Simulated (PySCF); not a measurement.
# C₇H₈O₂: magnetic properties

What do calculations give for the magnetic properties of C₇H₈O₂ (`C#CC[C@@H]1C(=O)O[C@H]1C`)?

Computed with PySCF 2.14.0 and routines of our own; the level stands in each step. Atoms count from 0.

## Step 1: The starting structure

17 atoms, charge 0, multiplicity 1; geometry from: GFN2-xTB.

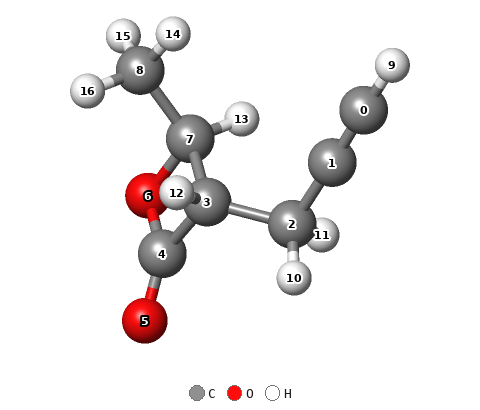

The starting geometry (carbon grey, oxygen red, hydrogen white).

## Step 2: Magnetic properties: GIAO KT3/pcSseg-1

The job: settings as JSON, then the geometry in Å.

```
{"job": {"kind": "mag", "xc": "KT3", "basis": "pcSseg-1", "isotopologues": 0}, "charge": 0, "multiplicity": 1}
C      3.031360     0.329383     0.531218
C      2.165063     0.141287    -0.272119
C      1.084073    -0.077379    -1.212596
C     -0.233239    -0.300501    -0.472923
C     -1.494590    -0.272093    -1.323641
O     -1.918212    -0.890488    -2.245701
O     -2.035904     0.784938    -0.675863
C     -0.891551     0.916374     0.208025
C     -1.253648     0.779628     1.669800
H      3.809098     0.488565     1.216667
H      1.303034    -0.955983    -1.825430
H      1.000909     0.788872    -1.876063
H     -0.166286    -1.178718     0.171533
H     -0.386086     1.866536     0.012791
H     -0.343174     0.769323     2.263547
H     -1.874385     1.615218     1.981926
H     -1.803459    -0.143471     1.838922
```

Level: GIAO KT3/pcSseg-1 magnetisability, rotational g tensor and spin-rotation constants, non-relativistic, gas phase.

Started as:

```bash
OMP_NUM_THREADS=1 python excited_run.py task.json out
```

This one command runs all jobs of the session in turn.

Log:

```text
coarse grid: 14736 points
cycle   1  E = -428.0077289278  dE =  1.381e+00  |g| = 1.100e+00  |ddm| = 3.983e+00
cycle   2  E = -427.0830815205  dE =  9.246e-01  |g| = 2.368e+00  |ddm| = 3.609e+00
cycle   3  E = -428.1746314613  dE = -1.092e+00  |g| = 5.805e-01  |ddm| = 3.026e+00
cycle   4  E = -428.2428127515  dE = -6.818e-02  |g| = 2.080e-01  |ddm| = 6.209e-01
cycle   5  E = -428.2492419551  dE = -6.429e-03  |g| = 8.952e-02  |ddm| = 2.100e-01
cycle   6  E = -428.2509470432  dE = -1.705e-03  |g| = 1.870e-02  |ddm| = 8.993e-02
cycle   7  E = -428.2509952910  dE = -4.825e-05  |g| = 1.190e-02  |ddm| = 2.044e-02
cycle   8  E = -428.2510268259  dE = -3.153e-05  |g| = 4.495e-03  |ddm| = 1.088e-02
cycle   9  E = -428.2510319226  dE = -5.097e-06  |g| = 5.824e-04  |ddm| = 4.598e-03
final grid: 143848 points
cycle  10  E = -428.3237079932  dE = -2.808e-04  |g| = 1.882e-02  |ddm| = 1.117e-01
cycle  11  E = -428.3235393912  dE =  1.686e-04  |g| = 3.566e-02  |ddm| = 4.692e-02
cycle  12  E = -428.3237638424  dE = -2.245e-04  |g| = 4.535e-03  |ddm| = 3.254e-02
cycle  13  E = -428.3237679842  dE = -4.142e-06  |g| = 1.575e-03  |ddm| = 4.495e-03
cycle  14  E = -428.3237684209  dE = -4.367e-07  |g| = 6.029e-04  |ddm| = 1.535e-03
cycle  15  E = -428.3237684957  dE = -7.479e-08  |g| = 1.012e-04  |ddm| = 6.390e-04
cycle  16  E = -428.3237684977  dE = -2.051e-09  |g| = 4.485e-05  |ddm| = 1.282e-04
cycle  17  E = -428.3237684980  dE = -3.131e-10  |g| = 2.891e-05  |ddm| = 5.169e-05
converged SCF energy = -428.3237684980

Magnetisability tensor (1e-30 J/T^2)
    -1277.55      -13.39      -37.70
      -13.39    -1170.07       16.44
      -37.70       16.44    -1264.46
isotropic -1237.36   principal values   -1309.27  -1239.24  -1163.57
isotropic susceptibility -74.516 1e-6 cm^3/mol

Inertial axes            a          b          c
rot. const./GHz      2.5653     1.2135     0.8819
chi total           -78.131    -73.158    -72.258
chi diamagnetic    -588.346  -1045.839  -1424.239
chi paramagnetic    510.215    972.681   1351.981
quadrupole/D A       -6.837      2.785      4.052
g nuclear            0.5983     0.5406     0.5493
g electronic        -0.6149    -0.5545    -0.5601
g total             -0.0166    -0.0139    -0.0108

Spin-rotation constants (kHz, H = +C I.J)
atom  isotope        aa         bb         cc
  9     1H       -0.027     -0.111     -0.100
 10     1H       -0.277      0.014     -0.068
 11     1H       -0.267     -0.124      0.024
 12     1H       -0.282     -0.143      0.049
 13     1H       -0.204     -0.117      0.026
 14     1H        0.035     -0.119     -0.099
 15     1H       -0.228     -0.027     -0.068
 16     1H       -0.228     -0.125     -0.006
  0    13C*       0.236      0.309      0.264
  1    13C*       0.172      0.343      0.308
  2    13C*       0.390      0.184      0.135
  3    13C*       0.545      0.231      0.203
  4    13C*       1.046      0.427      0.282
  5    17O*      -1.073     -0.585     -0.207
  6    17O*      -0.932     -0.364     -0.215
  7    13C*       0.487      0.326      0.208
  8    13C*       0.401      0.175      0.137
* in the singly substituted isotopologue
```

Run time: 81 s. Hardware: 1 thread of Arm Neoverse N1, shared host; peak memory 0.7 GiB.

In short:

| quantity | value |
| --- | --- |
| magnetisability | -1237·10⁻³⁰ J/T² |
| molar susceptibility | -74.5·10⁻⁶ cm³/mol |
| rotational g (a, b, c) | -0.0166, -0.0139, -0.0108 |

## Step 3: Magnetic properties: GIAO B97-2/cc-pVDZ

Settings changed since step 2:

```diff
@@ -1,2 +1,2 @@
-{"job": {"kind": "mag", "xc": "KT3", "basis": "pcSseg-1", "isotopologues": 0}, "charge": 0, "multiplicity": 1}
+{"job": {"kind": "mag", "xc": "B97-2", "basis": "cc-pVDZ"}, "charge": 0, "multiplicity": 1}
 C      3.031360     0.329383     0.531218
```

Level: GIAO B97-2/cc-pVDZ magnetisability, rotational g tensor and spin-rotation constants, non-relativistic, gas phase.

Log:

```text
coarse grid: 14736 points
cycle   1  E = -421.6132927718  dE =  1.585e+00  |g| = 9.536e-01  |ddm| = 8.176e+00
cycle   2  E = -421.1830388222  dE =  4.303e-01  |g| = 1.776e+00  |ddm| = 3.493e+00
cycle   3  E = -421.7784724738  dE = -5.954e-01  |g| = 2.980e-01  |ddm| = 2.337e+00
cycle   4  E = -421.7958022708  dE = -1.733e-02  |g| = 1.105e-01  |ddm| = 5.004e-01
cycle   5  E = -421.7978631787  dE = -2.061e-03  |g| = 3.413e-02  |ddm| = 1.600e-01
cycle   6  E = -421.7981232035  dE = -2.600e-04  |g| = 6.476e-03  |ddm| = 5.969e-02
cycle   7  E = -421.7981310994  dE = -7.896e-06  |g| = 2.864e-03  |ddm| = 1.174e-02
final grid: 143848 points
cycle   8  E = -421.8133582173  dE = -3.792e-05  |g| = 7.794e-03  |ddm| = 7.463e-02
cycle   9  E = -421.8133215210  dE =  3.670e-05  |g| = 1.498e-02  |ddm| = 2.858e-02
cycle  10  E = -421.8133712188  dE = -4.970e-05  |g| = 1.831e-03  |ddm| = 1.878e-02
cycle  11  E = -421.8133719701  dE = -7.512e-07  |g| = 3.370e-04  |ddm| = 2.665e-03
cycle  12  E = -421.8133719885  dE = -1.844e-08  |g| = 1.624e-04  |ddm| = 6.005e-04
cycle  13  E = -421.8133719937  dE = -5.150e-09  |g| = 4.518e-05  |ddm| = 2.405e-04
cycle  14  E = -421.8133719940  dE = -3.578e-10  |g| = 2.309e-05  |ddm| = 7.590e-05
converged SCF energy = -421.8133719940

Magnetisability tensor (1e-30 J/T^2)
    -1295.72      -13.50      -33.37
      -13.50    -1184.95       21.11
      -33.37       21.11    -1274.24
isotropic -1251.64   principal values   -1320.06  -1258.43  -1176.42
isotropic susceptibility -75.375 1e-6 cm^3/mol

Inertial axes            a          b          c
rot. const./GHz      2.5653     1.2135     0.8819
chi total           -79.036    -73.759    -73.331
chi diamagnetic    -587.215  -1044.684  -1423.107
chi paramagnetic    508.179    970.925   1349.776
quadrupole/D A       -6.823      2.759      4.064
g nuclear            0.5983     0.5406     0.5493
g electronic        -0.6125    -0.5535    -0.5592
g total             -0.0142    -0.0129    -0.0099

Spin-rotation constants (kHz, H = +C I.J)
atom  isotope        aa         bb         cc
  9     1H       -0.032     -0.116     -0.104
 10     1H       -0.285      0.010     -0.070
 11     1H       -0.273     -0.128      0.021
 12     1H       -0.284     -0.147      0.047
 13     1H       -0.209     -0.119      0.025
 14     1H        0.029     -0.121     -0.101
 15     1H       -0.236     -0.029     -0.070
 16     1H       -0.232     -0.128     -0.008
  0    13C*       0.214      0.285      0.243
  1    13C*       0.153      0.315      0.284
  2    13C*       0.330      0.154      0.114
  3    13C*       0.482      0.204      0.185
  4    13C*       0.992      0.416      0.257
  5    17O*      -1.039     -0.577     -0.181
  6    17O*      -0.863     -0.329     -0.186
  7    13C*       0.420      0.295      0.189
  8    13C*       0.341      0.150      0.117
* in the singly substituted isotopologue
```

Run time: 50 s. Hardware: 1 thread of Arm Neoverse N1, shared host; peak memory 0.74 GiB.

Key values:

| quantity | value |
| --- | --- |
| magnetisability | -1252·10⁻³⁰ J/T² |
| molar susceptibility | -75.4·10⁻⁶ cm³/mol |
| rotational g (a, b, c) | -0.0142, -0.0129, -0.0099 |

## Step 4: Magnetic properties side by side

| level | ξ (10⁻³⁰ J/T²) | g(a) | g(b) | gap (eV) | functions | time |
| --- | --- | --- | --- | --- | --- | --- |
| GIAO KT3/pcSseg-1 | -1237 | -0.0166 | -0.0139 | 5.52 | 193 | 81 s |
| GIAO B97-2/cc-pVDZ | -1252 | -0.0142 | -0.0129 | 7.62 | 166 | 50 s |

## Step 5: What came out

```
                                          quantity                      value
       magnetisability (step 2, GIAO KT3/pcSseg-1)           -1237·10⁻³⁰ J/T²
  molar susceptibility (step 2, GIAO KT3/pcSseg-1)         -74.5·10⁻⁶ cm³/mol
rotational g (a, b, c) (step 2, GIAO KT3/pcSseg-1)  -0.0166, -0.0139, -0.0108
                   magnetisability over the levels  -1252 to -1237·10⁻³⁰ J/T²
```

**Reading.** The magnetisability spreads by 1.1 % over 2 levels, from GIAO B97-2/cc-pVDZ (50 s) to GIAO KT3/pcSseg-1 (81 s); the runs took 50 s to 81 s. Two levels can agree by chance, so this spread shows no convergence. Vibrational averaging and real surroundings are missing from these values.
